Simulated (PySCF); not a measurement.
**CH8AlAs (SMILES C[AsH2+][AlH3-]) at 5 levels**

We compute a comparison of 5 runs (HF/3-21G, HF/def2-SVP, PBE/3-21G, B2PLYP/pcseg-1, wB97X/6-31G**) of CH8AlAs. Input form: a Python script.

Program for the calculation: PySCF 2.14.0.

## (1) The system as given

The species is CH8AlAs (11 atoms), meant as a singlet with charge 0. SMILES: `C[AsH2+][AlH3-]`. The shape comes from GFN2-xTB, which is rough for such elements, and wasn't checked as a minimum.

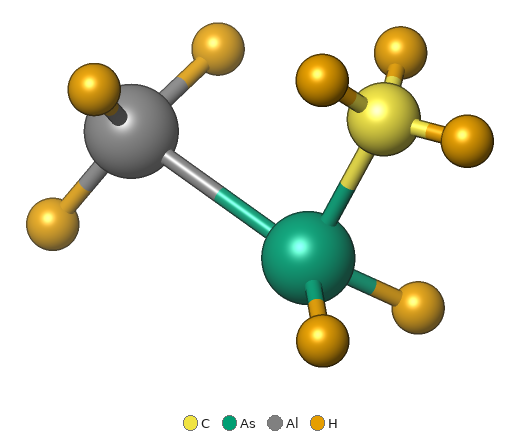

The structure, seen from a chosen angle (carbon yellow, arsenic teal, aluminium grey, hydrogen amber).

## (2) Energy and forces at HF/3-21G (run 1)

job.py

```python
from pyscf import gto

mol = gto.M(
    atom='''
C   -0.839410   1.121320  -0.403450
As  -0.396920  -0.761010  -0.690570
Al   1.455210  -0.729020   1.153840
H    0.051470   1.724120  -0.589090
H   -1.124090   1.258950   0.641340
H   -1.648870   1.465410  -1.047000
H   -0.377330  -0.717350  -2.188970
H   -1.804630  -1.278970  -0.703610
H    0.421900  -0.295250   2.260220
H    2.258970   0.403490   0.413150
H    2.003690  -2.191680   1.154140
''',
    max_memory=1860,
    verbose=4,
    spin=0,
    basis='3-21g',
)

hf = mol.RHF()
hf.conv_tol = 1e-10
hf.kernel()
if not hf.converged:
    hf = hf.newton().run(hf.mo_coeff, hf.mo_occ)

e_tot = hf.e_tot
print('Final energy', e_tot)
grad = hf.nuc_grad_method().kernel()
hf.analyze()
```

Command:

```bash
$ OMP_NUM_THREADS=1 python job.py
```

Output:

```text
PySCF version 2.14.0

[... 64 lines left out ...]
Final energy -2506.2560508636484
[... 17 lines left out ...]
DFT Exchange-Correlation Energy =     -107.664325575427029
[... 7 lines left out ...]
MO #6   energy= -49.7565867368167  occ= 2
[... 5 lines left out ...]
MO #12  energy= -4.83345946566101  occ= 2
[... 5 lines left out ...]
MO #18  energy= -2.06296161011896  occ= 2
[... 5 lines left out ...]
MO #24  energy= -0.599414949868217 occ= 2
[... 5 lines left out ...]
MO #30  energy= -0.400248974718765 occ= 2
[... 5 lines left out ...]
MO #36  energy= 0.247656357826853  occ= 0
[... 5 lines left out ...]
MO #42  energy= 0.418454408117201  occ= 0
[... 5 lines left out ...]
MO #48  energy= 0.795340817878594  occ= 0
[... 5 lines left out ...]
MO #54  energy= 1.32544016114557   occ= 0
[... 5 lines left out ...]
MO #60  energy= 1.98305198751518   occ= 0
[... 35 lines left out ...]
pop of  2 Al 3s           0.94671
pop of  2 Al 4s           0.00267
pop of  2 Al 2px          1.99977
pop of  2 Al 2py          1.99979
pop of  2 Al 2pz          1.99979
pop of  2 Al 3px          0.54261
pop of  2 Al 3py          0.76262
pop of  2 Al 3pz          0.50859
pop of  2 Al 4px          0.00687
pop of  2 Al 4py          0.00805
pop of  2 Al 4pz          0.00642
pop of  3 H 1s            0.86813
pop of  3 H 2s            0.00923
pop of  4 H 1s            0.86743
pop of  4 H 2s            0.00924
pop of  5 H 1s            0.87837
pop of  5 H 2s            0.00945
pop of  6 H 1s            1.03272
pop of  6 H 2s            0.00279
pop of  7 H 1s            1.03346
pop of  7 H 2s            0.00276
pop of  8 H 1s            1.17603
pop of  8 H 2s            0.00120
pop of  9 H 1s            1.17551
pop of  9 H 2s            0.00118
pop of  10 H 1s           1.16955
pop of  10 H 2s           0.00074
 ** Mulliken atomic charges  **
charge of    0C =     -0.45598
charge of    1As =      0.47754
charge of    2Al =      0.21624
charge of    3H =      0.12264
charge of    4H =      0.12333
charge of    5H =      0.11218
charge of    6H =     -0.03551
charge of    7H =     -0.03622
charge of    8H =     -0.17723
charge of    9H =     -0.17670
charge of   10H =     -0.17029
Dipole moment(X, Y, Z, Debye): -2.60296,  0.60519, -2.36823
```

Run time: 7.5 s. Hardware: 1 thread of Intel Xeon at 2.50GHz (Skylake/Cascade Lake), shared host; peak memory 0.13 GiB.

## (3) Energy and gradient at HF/def2-SVP (run 2)

run.py

```python
# C[AsH2+][AlH3-]
import pyscf.grad
from pyscf import gto, scf

mol = gto.Mole()
mol.atom = '''
C     -0.839410     1.121320    -0.403450
As    -0.396920    -0.761010    -0.690570
Al     1.455210    -0.729020     1.153840
H      0.051470     1.724120    -0.589090
H     -1.124090     1.258950     0.641340
H     -1.648870     1.465410    -1.047000
H     -0.377330    -0.717350    -2.188970
H     -1.804630    -1.278970    -0.703610
H      0.421900    -0.295250     2.260220
H      2.258970     0.403490     0.413150
H      2.003690    -2.191680     1.154140
'''
mol.max_memory = 1860
mol.basis = 'def2-svp'
mol.verbose = 4
mol.build()

mf = scf.RHF(mol)
mf.conv_tol = 1e-10
mf.kernel()
if not mf.converged:
    mf = mf.newton().run(mf.mo_coeff, mf.mo_occ)

etot = mf.e_tot
print('E = %.10f Eh' % etot)
grad = mf.Gradients().kernel()
dip = mf.dip_moment()
pop, q = mf.mulliken_pop()
```

Command:

```bash
$ OMP_NUM_THREADS=1 python run.py
```

Output:

```text
PySCF version 2.14.0

[... 65 lines left out ...]
converged SCF energy = -2518.22323986834
[... 12 lines left out ...]
Dipole moment(X, Y, Z, Debye): -2.82078,  0.72168, -2.53358
[... 77 lines left out ...]
pop of  5 H 2px           0.01193
pop of  5 H 2py           0.00565
pop of  5 H 2pz           0.00892
pop of  6 H 1s            0.71686
pop of  6 H 2s            0.28171
pop of  6 H 2px           0.00185
pop of  6 H 2py           0.00126
pop of  6 H 2pz           0.01405
pop of  7 H 1s            0.71675
pop of  7 H 2s            0.28222
pop of  7 H 2px           0.01292
pop of  7 H 2py           0.00256
pop of  7 H 2pz           0.00163
pop of  8 H 1s            0.72382
pop of  8 H 2s            0.56366
pop of  8 H 2px           0.00246
pop of  8 H 2py           0.00070
pop of  8 H 2pz           0.00317
pop of  9 H 1s            0.72393
pop of  9 H 2s            0.56246
pop of  9 H 2px           0.00183
pop of  9 H 2py           0.00316
pop of  9 H 2pz           0.00134
pop of  10 H 1s           0.72708
pop of  10 H 2s           0.54578
pop of  10 H 2px          0.00093
pop of  10 H 2py          0.00548
pop of  10 H 2pz          0.00022
 ** Mulliken atomic charges  **
charge of    0C =     -0.27704
charge of    1As =      0.18285
charge of    2Al =      0.72433
charge of    3H =      0.09470
charge of    4H =      0.09561
charge of    5H =      0.07738
charge of    6H =     -0.01573
charge of    7H =     -0.01608
charge of    8H =     -0.29380
charge of    9H =     -0.29273
charge of   10H =     -0.27948
```

It took 31 s on 1 thread of Intel Xeon at 2.50GHz (Skylake/Cascade Lake), shared host; peak memory 0.23 GiB.

## (4) Energy and forces at PBE/3-21G (run 3)

input.py

```python
from pyscf import gto, dft

mol = gto.M(
    atom='''
C   -0.839410   1.121320  -0.403450
As  -0.396920  -0.761010  -0.690570
Al   1.455210  -0.729020   1.153840
H    0.051470   1.724120  -0.589090
H   -1.124090   1.258950   0.641340
H   -1.648870   1.465410  -1.047000
H   -0.377330  -0.717350  -2.188970
H   -1.804630  -1.278970  -0.703610
H    0.421900  -0.295250   2.260220
H    2.258970   0.403490   0.413150
H    2.003690  -2.191680   1.154140
''',
    verbose=4,
    basis='3-21g',
    charge=0,
    spin=0,
    max_memory=1860,
)

mf = dft.RKS(mol, xc='pbe')
mf.conv_tol = 1e-10
mf.grids.level = 5
mf.kernel()
if not mf.converged:
    mf = mf.newton().run(mf.mo_coeff, mf.mo_occ)

etot = mf.e_tot
print('E(%s) = %.9f' % ('PBE', etot))
grad = mf.nuc_grad_method().kernel()
mf.analyze()
```

Command:

```bash
$ OMP_NUM_THREADS=1 python input.py
```

Output:

```text
PySCF version 2.14.0

[... 82 lines left out ...]
converged SCF energy = -2508.28225112335
[... 19 lines left out ...]
DFT Exchange-Correlation Energy =     -109.615707530266960
[... 7 lines left out ...]
MO #6   energy= -47.1010590437374  occ= 2
[... 5 lines left out ...]
MO #12  energy= -3.86133277623042  occ= 2
[... 5 lines left out ...]
MO #18  energy= -1.40773353156596  occ= 2
[... 5 lines left out ...]
MO #24  energy= -0.400606191025833 occ= 2
[... 5 lines left out ...]
MO #30  energy= -0.240708838380937 occ= 2
[... 5 lines left out ...]
MO #36  energy= 0.0905191226472979 occ= 0
[... 5 lines left out ...]
MO #42  energy= 0.230747364466025  occ= 0
[... 5 lines left out ...]
MO #48  energy= 0.571295108739558  occ= 0
[... 5 lines left out ...]
MO #54  energy= 0.986844473629113  occ= 0
[... 5 lines left out ...]
MO #60  energy= 1.66574221925664   occ= 0
[... 35 lines left out ...]
pop of  2 Al 3s           1.02877
pop of  2 Al 4s           0.00320
pop of  2 Al 2px          1.99914
pop of  2 Al 2py          1.99919
pop of  2 Al 2pz          1.99918
pop of  2 Al 3px          0.58486
pop of  2 Al 3py          0.80669
pop of  2 Al 3pz          0.54776
pop of  2 Al 4px          0.00688
pop of  2 Al 4py          0.00714
pop of  2 Al 4pz          0.00655
pop of  3 H 1s            0.85606
pop of  3 H 2s            0.00991
pop of  4 H 1s            0.85550
pop of  4 H 2s            0.00991
pop of  5 H 1s            0.86948
pop of  5 H 2s            0.00984
pop of  6 H 1s            0.99451
pop of  6 H 2s            0.00481
pop of  7 H 1s            0.99510
pop of  7 H 2s            0.00477
pop of  8 H 1s            1.11283
pop of  8 H 2s            0.00067
pop of  9 H 1s            1.11244
pop of  9 H 2s            0.00067
pop of  10 H 1s           1.10820
pop of  10 H 2s           0.00054
 ** Mulliken atomic charges  **
charge of    0C =     -0.46227
charge of    1As =      0.39640
charge of    2Al =      0.01110
charge of    3H =      0.13403
charge of    4H =      0.13459
charge of    5H =      0.12069
charge of    6H =      0.00068
charge of    7H =      0.00013
charge of    8H =     -0.11350
charge of    9H =     -0.11311
charge of   10H =     -0.10875
Dipole moment(X, Y, Z, Debye): -2.85984,  0.81673, -2.52775
```

Run time: 32 s. Hardware: 1 thread of Intel Xeon at 2.50GHz (Skylake/Cascade Lake), shared host; peak memory 0.61 GiB.

Run 4 isn't shown in full; the table further down has it.

## (5) Energy and gradient at wB97X/6-31G(d,p) (spherical functions) (run 5)

calc.py

```python
# C[AsH2+][AlH3-]
from pyscf import gto, dft

mol = gto.M(
    atom='''
C     -1.586255     2.118988    -0.762410
As    -0.750070    -1.438100    -1.304988
Al     2.749948    -1.377648     2.180442
H      0.097264     3.258115    -1.113219
H     -2.124222     2.379071     1.211957
H     -3.115913     2.769224    -1.978543
H     -0.713050    -1.355595    -4.136554
H     -3.410256    -2.416903    -1.329630
H      0.797275    -0.557942     4.271197
H      4.268835     0.762486     0.780740
H      3.786425    -4.141675     2.181009
''',
    verbose=4,
    max_memory=1860,
    basis='6-31g**',
    charge=0,
    unit='bohr',
)

mf = dft.RKS(mol, xc='wb97x')
mf.conv_tol = 1e-10
mf.grids.level = 5
mf.kernel()
if not mf.converged:
    mf = mf.newton().run(mf.mo_coeff, mf.mo_occ)

etot = mf.e_tot
print('E = %.10f Eh' % etot)
grad = mf.nuc_grad_method().kernel()
mf.analyze()
```

Command:

```bash
$ OMP_NUM_THREADS=1 python calc.py
```

Output:

```text
PySCF version 2.14.0

[... 78 lines left out ...]
converged SCF energy = -2520.90919166354
[... 25 lines left out ...]
MO #4   energy= -48.1978818839424  occ= 2
[... 9 lines left out ...]
MO #14  energy= -2.74904398483456  occ= 2
[... 9 lines left out ...]
MO #24  energy= -0.549138404713008 occ= 2
[... 9 lines left out ...]
MO #34  energy= 0.164165729808587  occ= 0
[... 9 lines left out ...]
MO #44  energy= 0.32187266500247   occ= 0
[... 9 lines left out ...]
MO #54  energy= 0.698705568769659  occ= 0
[... 9 lines left out ...]
MO #64  energy= 1.05611953396963   occ= 0
[... 9 lines left out ...]
MO #74  energy= 2.08992934410476   occ= 0
[... 9 lines left out ...]
MO #84  energy= 2.33189142129664   occ= 0
[... 9 lines left out ...]
MO #94  energy= 2.86849911933583   occ= 0
[... 9 lines left out ...]
MO #104 energy= 4.1120256783192    occ= 0
[... 79 lines left out ...]
pop of  5 H 2py           0.00012
pop of  5 H 2pz           0.00024
pop of  6 H 1s            0.98796
pop of  6 H 2s            0.00441
pop of  6 H 2px           0.00003
pop of  6 H 2py           0.00006
pop of  6 H 2pz           0.00274
pop of  7 H 1s            0.98881
pop of  7 H 2s            0.00435
pop of  7 H 2px           0.00248
pop of  7 H 2py           0.00031
pop of  7 H 2pz           0.00003
pop of  8 H 1s            1.15817
pop of  8 H 2s            0.00060
pop of  8 H 2px           0.00068
pop of  8 H 2py           0.00015
pop of  8 H 2pz           0.00094
pop of  9 H 1s            1.15773
pop of  9 H 2s            0.00060
pop of  9 H 2px           0.00053
pop of  9 H 2py           0.00089
pop of  9 H 2pz           0.00035
pop of  10 H 1s           1.15215
pop of  10 H 2s           0.00035
pop of  10 H 2px          0.00024
pop of  10 H 2py          0.00160
pop of  10 H 2pz          0.00002
 ** Mulliken atomic charges  **
charge of    0C =     -0.46700
charge of    1As =      0.36684
charge of    2Al =      0.17635
charge of    3H =      0.13381
charge of    4H =      0.13439
charge of    5H =      0.12177
charge of    6H =      0.00481
charge of    7H =      0.00402
charge of    8H =     -0.16054
charge of    9H =     -0.16009
charge of   10H =     -0.15436
Dipole moment(X, Y, Z, Debye): -2.82420,  0.79462, -2.50313
```

It took 3.3 min on 1 thread of Intel Xeon at 2.50GHz (Skylake/Cascade Lake), shared host; peak memory 1 GiB.

## (6) The series

```csv
run,level,integration grid,task,energy (Eh),dipole moment (D),HOMO energy (eV),LUMO energy (eV),wall time
1,HF/3-21G,–,gradient,-2506.256051,3.57,-10.89,2.65,7.5 s
2,HF/def2-SVP,–,gradient,-2518.223240,3.86,-10.96,2.58,31 s
3,PBE/3-21G,5,gradient,-2508.282251,3.90,-6.55,-1.17,32 s
4,B2PLYP/pcseg-1,5,energy,-2520.286737,3.81,-9.00,0.46,57 s
5,wB97X/6-31G** (spherical functions),5,gradient,-2520.909192,3.86,-10.19,1.59,3.3 min
```

## (7) Summary of results

| quantity | value |
| --- | --- |
| run 5: total energy | -2520.90919 Eh |
| run 5: dipole moment | 3.86 D |
| run 5: HOMO energy | -10.19 eV |
| run 5: LUMO energy | 1.59 eV |
| run 5: HOMO–LUMO gap | 11.78 eV |
| run 5: largest force on an atom | 0.943 eV/Å |

**Reading.** The dipole moment (its size) runs from 3.57 D (HF/3-21G) to 3.90 D (PBE/3-21G). The HOMO–LUMO gap runs from 5.38 eV (PBE/3-21G) to 13.54 eV (HF/3-21G). Exact exchange widens orbital gaps. Totals of different functionals can't be ranked against each other. All runs together took 5.4 min, the longest 3.3 min.
